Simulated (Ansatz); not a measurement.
# Geometry relaxation, with input and output: BH₂Cl

- system: BH₂Cl
- method: RKS PBE0-D4/def2-SVP (Ansatz 0.2.0)

The input holds or restrains some coordinates. It belongs to a series of runs on one base structure; here: pulled along the bonds that form and break, towards end A. Figures and captions count atoms from 1; the log counts them from 0 in places.

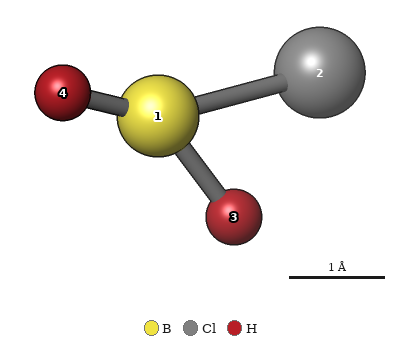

**Figure 1.** The starting structure (ball-and-stick view, seen at a tilt; atoms are numbered from 1 in the order of the input). Bond lengths as drawn: B–Cl 2.06 Å and B–H 1.19 to 1.39 Å.

Input file:
```yaml
crystal:
  periodic: [false, false, false]
  atoms:
    - { symbol: B, position_ang: [0.0, 0.0, 0.0] }
    - { symbol: Cl, position_ang: [1.1911, 0.0, 1.6808] }
    - { symbol: H, position_ang: [1.3757, 0.0, -0.1988] }
    - { symbol: H, position_ang: [-1.0305, 0.0, -0.595] }
basis:
  gaussian: { orbitals: def2-SVP }
hamiltonian:
  xc: pbe0
  dispersion: d4
relax:
  f_tol: 0.15
  max_steps: 25
  restrain:
    - { distance: [1, 2], at: 2.57, k: 30.0 }
    - { distance: [0, 1], at: 1.86, k: 30.0 }
    - { distance: [0, 2], at: 1.19, k: 30.0 }
output:
  orbitals: {}
```

Machine: 1 thread of Arm Neoverse V1, 24 GiB of memory available, shared host.

Run as:
```bash
ansatz run input.yaml --threads 1 --pin off --max-ram 2048MiB --backend cpu --events-out ev --progress --plain --runs-dir out
```

The program's output:
```
The last accepted step is kept in [file] (removed where the run ends without a failure and the disk answers)
Engine: ansatz 0.2.0, aarch64-unknown-linux-gnu
Functional definition: PBE0
  parameter a = 0.25
  parameter kappa = 0.804
  parameter beta = 0.06672455060314922
  exchange = (1 - a)*pbe_x(kappa = kappa, mu = beta*pi^2/3) + a*exact_x
  correlation = pbe_c(beta = beta)
449 factors; integrals over basis functions are off by at most 3.1e-4 eV
mean field evaluation 1: about -13218.7672 eV, gradient 8.9e0 eV
mean field evaluation 2: about -13218.8132 eV, gradient 8.9e0 eV
mean field evaluation 4: about -13219.0384 eV, gradient 5.1e-1 eV
mean field evaluation 8: about -13219.0384 eV, gradient 5.0e-3 eV
mean field -13219.03835556 eV, -485.7906993807 hartree, gradient 3.6e-5 eV, S^2 0.000000; 0 other end points of the search recorded, 0 dependent functions left out
the calculation of the forces begins
reference -13219.03837427 eV, -485.7907000684 hartree; 12, 12 occupied and 30, 30 virtual orbitals, 449 factors
relax step   1: F+E_penalty+E_count = -13219.07298425 eV  Δ(F+E_penalty+E_count) = +0.000e0 eV  max|allowed force component| = 7.064e0 eV/Å  E_restraint = 8.16394749 eV  max|allowed force component, restraints' pulls added| = 2.230e1 eV/Å  Δτ_max = 0.0000 Å  (24 SCF iters, accepted)
  distance Cl 1 - H 2 = 1.8886 Å
  distance B 0 - Cl 1 = 2.0601 Å
  distance B 0 - H 2 = 1.3900 Å
these checks for a lower state are left out or cut short: starts, cluster_reference, orbital_swaps, neighbouring_geometries, increment
449 factors; integrals over basis functions are off by at most 4.1e-4 eV
mean field evaluation 16: about -13220.4895 eV, gradient 3.0e-1 eV
mean field -13220.48911757 eV, -485.8440139013 hartree, gradient 8.8e-6 eV, S^2 0.000000; 0 other end points of the search recorded, 0 dependent functions left out
the calculation of the forces begins
reference -13220.48913622 eV, -485.8440145866 hartree; 12, 12 occupied and 30, 30 virtual orbitals, 449 factors
relax step   2: F+E_penalty+E_count = -13220.52187390 eV  Δ(F+E_penalty+E_count) = -1.449e0 eV  max|allowed force component| = 4.203e0 eV/Å  E_restraint = 2.57879832 eV  max|allowed force component, restraints' pulls added| = 1.112e1 eV/Å  Δτ_max = 0.1970 Å  (27 SCF iters, accepted)
  distance Cl 1 - H 2 = 2.2018 Å
  distance B 0 - Cl 1 = 2.0200 Å
  distance B 0 - H 2 = 1.2939 Å
these checks for a lower state are left out or cut short: starts, cluster_reference, orbital_swaps, neighbouring_geometries, increment
449 factors; integrals over basis functions are off by at most 4.5e-4 eV
mean field -13221.55349896 eV, -485.8831291958 hartree, gradient 1.9e-5 eV, S^2 0.000000; 0 other end points of the search recorded, 0 dependent functions left out
the calculation of the forces begins
reference -13221.55351774 eV, -485.8831298860 hartree; 12, 12 occupied and 30, 30 virtual orbitals, 449 factors
relax step   3: F+E_penalty+E_count = -13221.58620989 eV  Δ(F+E_penalty+E_count) = -1.064e0 eV  max|allowed force component| = 2.179e0 eV/Å  E_restraint = 0.27327064 eV  max|allowed force component, restraints' pulls added| = 3.821e0 eV/Å  Δτ_max = 0.1957 Å  (26 SCF iters, accepted)
  distance Cl 1 - H 2 = 2.4621 Å
  distance B 0 - Cl 1 = 1.9189 Å
  distance B 0 - H 2 = 1.2458 Å
these checks for a lower state are left out or cut short: starts, cluster_reference, orbital_swaps, neighbouring_geometries, increment
449 factors; integrals over basis functions are off by at most 4.5e-4 eV
mean field evaluation 32: about -13222.1165 eV, gradient 1.8e-1 eV
mean field -13222.11614408 eV, -485.9038060226 hartree, gradient 7.7e-6 eV, S^2 0.000000; 0 other end points of the search recorded, 0 dependent functions left out
the calculation of the forces begins
reference -13222.11616230 eV, -485.9038066924 hartree; 12, 12 occupied and 30, 30 virtual orbitals, 449 factors
relax step   4: F+E_penalty+E_count = -13222.14896421 eV  Δ(F+E_penalty+E_count) = -5.628e-1 eV  max|allowed force component| = 1.759e0 eV/Å  E_restraint = 0.01563490 eV  max|allowed force component, restraints' pulls added| = 1.026e0 eV/Å  Δτ_max = 0.1959 Å  (26 SCF iters, accepted)
  distance Cl 1 - H 2 = 2.5683 Å
  distance B 0 - Cl 1 = 1.8366 Å
  distance B 0 - H 2 = 1.2122 Å
these checks for a lower state are left out or cut short: starts, cluster_reference, orbital_swaps, neighbouring_geometries, increment
449 factors; integrals over basis functions are off by at most 4.7e-4 eV
mean field -13222.19173137 eV, -485.9065838044 hartree, gradient 1.1e-5 eV, S^2 0.000000; 0 other end points of the search recorded, 0 dependent functions left out
the calculation of the forces begins
reference -13222.19174948 eV, -485.9065844700 hartree; 12, 12 occupied and 30, 30 virtual orbitals, 449 factors
relax step   5: F+E_penalty+E_count = -13222.22457235 eV  Δ(F+E_penalty+E_count) = -7.561e-2 eV  max|allowed force component| = 1.504e0 eV/Å  E_restraint = 0.04068995 eV  max|allowed force component, restraints' pulls added| = 3.565e-1 eV/Å  Δτ_max = 0.0470 Å  (25 SCF iters, accepted)
  distance Cl 1 - H 2 = 2.5710 Å
  distance B 0 - Cl 1 = 1.8089 Å
  distance B 0 - H 2 = 1.2001 Å
these checks for a lower state are left out or cut short: starts, cluster_reference, orbital_swaps, neighbouring_geometries, increment
449 factors; integrals over basis functions are off by at most 4.7e-4 eV
mean field -13222.19643333 eV, -485.9067565982 hartree, gradient 1.8e-5 eV, S^2 0.000000; 0 other end points of the search recorded, 0 dependent functions left out
the calculation of the forces begins
reference -13222.19645145 eV, -485.9067572640 hartree; 12, 12 occupied and 30, 30 virtual orbitals, 449 factors
relax step   6: F+E_penalty+E_count = -13222.22926070 eV  Δ(F+E_penalty+E_count) = -4.688e-3 eV  max|allowed force component| = 1.558e0 eV/Å  E_restraint = 0.04001279 eV  max|allowed force component, restraints' pulls added| = 8.198e-2 eV/Å  Δτ_max = 0.0166 Å  (24 SCF iters, accepted)
  distance Cl 1 - H 2 = 2.5715 Å
  distance B 0 - Cl 1 = 1.8086 Å
  distance B 0 - H 2 = 1.1944 Å
449 factors; integrals over basis functions are off by at most 4.7e-4 eV
mean field evaluation 64: about -13222.1964 eV, gradient 7.6e-3 eV
```

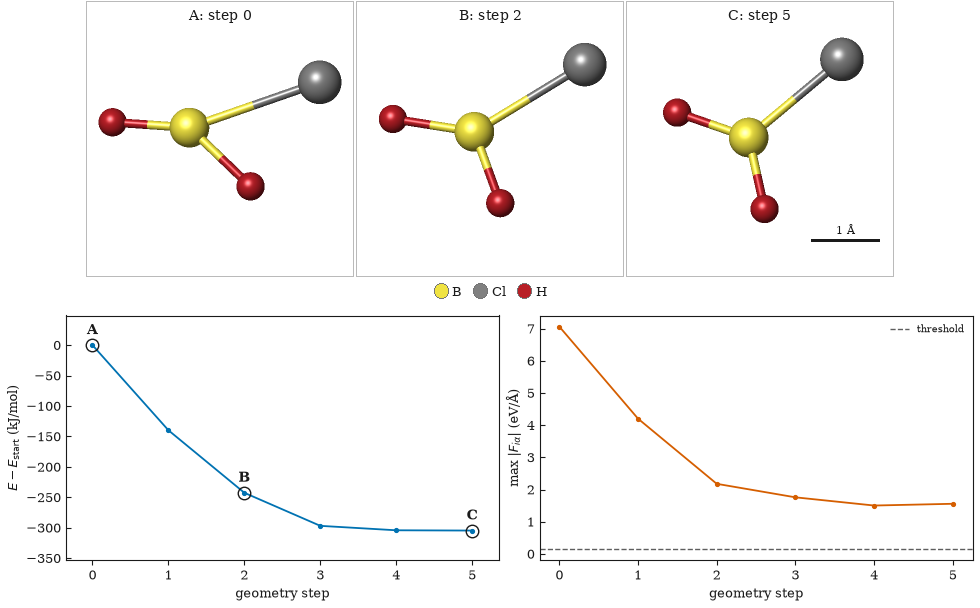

**Figure 2.** Frames of the restrained relaxation (ball-and-stick view, seen at a tilt) above the curves, on which the letters mark them (the first geometry is step 0 here and step 1 in the log).

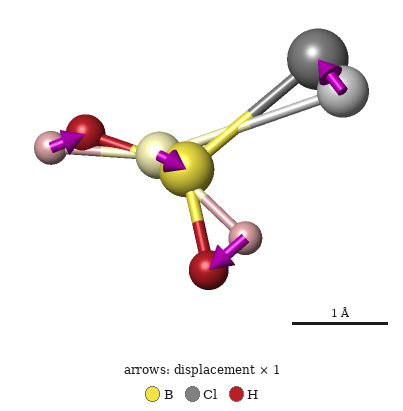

**Figure 3.** Start (faint) and end (solid) with the displacements as pink arrows, at true length (ball-and-stick view, seen at a tilt). The two geometries are laid on each other by the best rigid fit. After 5 geometry steps the energy has fallen by 304.5 kJ/mol. Largest force component: 7.1 eV/Å at the start, 1.6 eV/Å at the end. H3 moves most after the best rigid fit: 0.51 Å. By element the largest moves are H 0.51 Å, Cl 0.48 Å, B 0.35 Å. Among the contacts that change: B1–Cl2 2.060 → 1.809 Å, B1–H3 1.390 → 1.194 Å, B1–H4 1.190 → 1.203 Å. Among the angles that change: Cl2–B1–H3 62.9° → 116.3°, Cl2–B1–H4 155.3° → 117.2°, H3–B1–H4 141.8° → 126.5°. (Atoms are counted from 1 in the order of the input.)

```
mean field -13222.19643333 eV, -485.9067565982 hartree, gradient 1.8e-5 eV, S^2 0.000000; 1 other end points of the search recorded, 0 dependent functions left out
the calculation of the forces begins
reference -13222.19645145 eV, -485.9067572640 hartree; 12, 12 occupied and 30, 30 virtual orbitals, 449 factors
Total energy: -13222.22927882 eV, -485.9079636476 hartree
Atom 0 at     0.344031    -0.000000     0.043876 Å, force     0.202673    -0.000000     1.558237 eV/Å
Atom 1 at     0.738969     0.000000     1.808788 Å, force    -0.336788     0.000000    -1.378549 eV/Å
Atom 2 at     1.273102     0.000000    -0.706677 Å, force     0.090105     0.000000    -0.162475 eV/Å
Atom 3 at    -0.819802     0.000000    -0.258987 Å, force     0.044009     0.000000    -0.017213 eV/Å
Dipole moment:    -0.034107    -0.000000    -0.154851 e Å
```

Trajectory as extended XYZ (Å, eV, eV/Å), 6 frames, from step=1 to step=6:
```
4
Properties=species:S:1:pos:R:3:forces:R:3 step=1 energy=-13219.07298
B     0.0000    0.0000    0.0000    7.0636   0.0000   1.1829
Cl    1.1911    0.0000    1.6808   -2.8621   0.0000   0.8273
H     1.3757    0.0000   -0.1988   -3.5213   0.0000  -2.8106
H    -1.0305    0.0000   -0.5950   -0.6803   0.0000   0.8003
4
Properties=species:S:1:pos:R:3:forces:R:3 step=2 energy=-13220.52187
B     0.1099    0.0000    0.0399    4.2033   0.0000   0.9493
Cl    1.1018    0.0000    1.7995   -2.7286   0.0000  -1.2584
H     1.3301    0.0000   -0.3904   -2.4054   0.0000  -1.1704
H    -1.0055    0.0000   -0.5619    0.9307   0.0000   1.4795
4
Properties=species:S:1:pos:R:3:forces:R:3 step=3 energy=-13221.58621
B     0.2319    0.0000    0.0768    1.7393   0.0000   0.8162
Cl    0.9492    0.0000    1.8566   -1.8825   0.0000  -2.1787
H     1.2894    0.0000   -0.5819   -1.1462   0.0000  -0.0639
H    -0.9342    0.0000   -0.4645    1.2894   0.0000   1.4264
4
Properties=species:S:1:pos:R:3:forces:R:3 step=4 energy=-13222.14896
B     0.3342    0.0000    0.0365   -0.0321   0.0000   1.5402
Cl    0.7691    0.0000    1.8209   -0.5896   0.0000  -1.7588
H     1.3037    0.0000   -0.6911   -0.3662   0.0000  -0.0318
H    -0.8706    0.0000   -0.2792    0.9879   0.0000   0.2505
4
Properties=species:S:1:pos:R:3:forces:R:3 step=5 energy=-13222.22457
B     0.3464    0.0000    0.0385    0.0217   0.0000   1.5038
Cl    0.7363    0.0000    1.8049   -0.3108   0.0000  -1.3587
H     1.2874    0.0000   -0.7063   -0.0674   0.0000  -0.1146
H    -0.8338    0.0000   -0.2501    0.3565   0.0000  -0.0305
4
Properties=species:S:1:pos:R:3:forces:R:3 step=6 energy=-13222.22926
B     0.3440    0.0000    0.0439    0.2027   0.0000   1.5582
Cl    0.7390    0.0000    1.8088   -0.3368   0.0000  -1.3785
H     1.2731    0.0000   -0.7067    0.0901   0.0000  -0.1625
H    -0.8198    0.0000   -0.2590    0.0440   0.0000  -0.0172
```

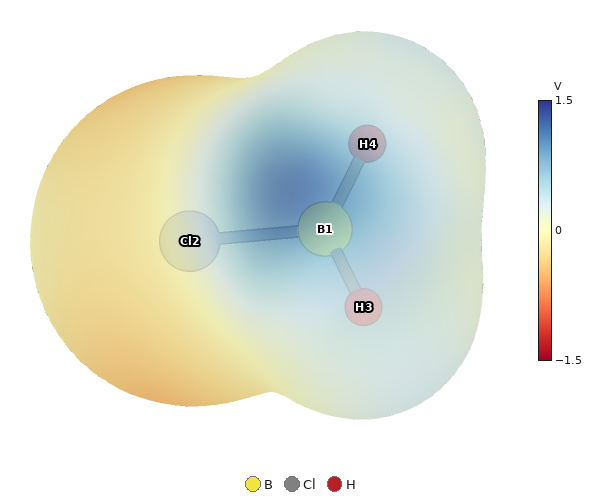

**Figure 4.** The molecular electrostatic potential painted on the density surface at 0.001 e/bohr³, seen at a tilt; the colour scale runs from red (negative) to blue (positive).

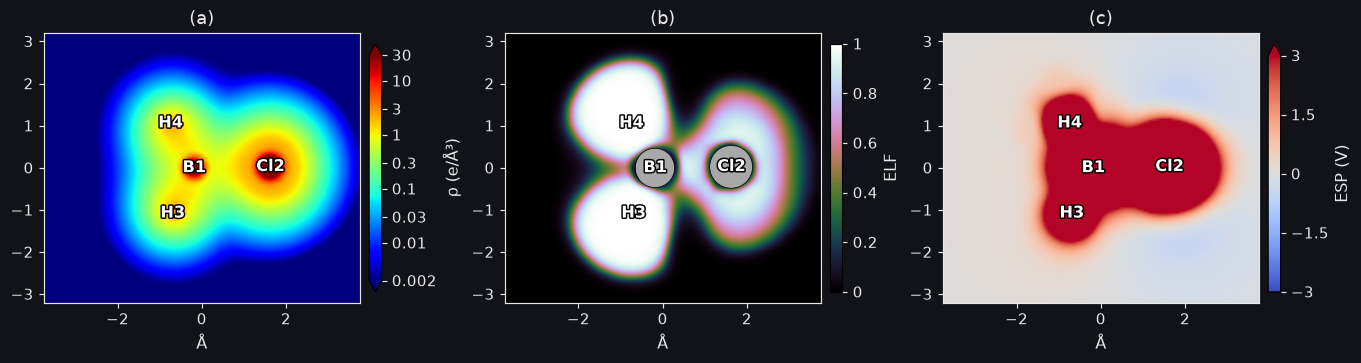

**Figure 5.** (a) electron density; (b) electron localisation function; (c) molecular electrostatic potential on the molecular plane. Grey discs, where drawn, cover atomic cores. The section cuts through B, Cl and H sites. B–Cl (1.81 Å): ρ at the midpoint is about 1.2 e/Å³; the ELF peaks at about 0.90 between the atoms (a shared but strongly polarised pair).

Key numbers:

| quantity | value |
| --- | --- |
| outcome | converged under the restraints of the input |
| total energy | −13222.2293 eV |
| mean-field energy | −13222.1965 eV |
| largest force (length of the vector) at the end, held atoms and coordinates included | 1.571 eV/Å |
| wall time | 5.6 s |
| peak memory | 0.098 GiB |
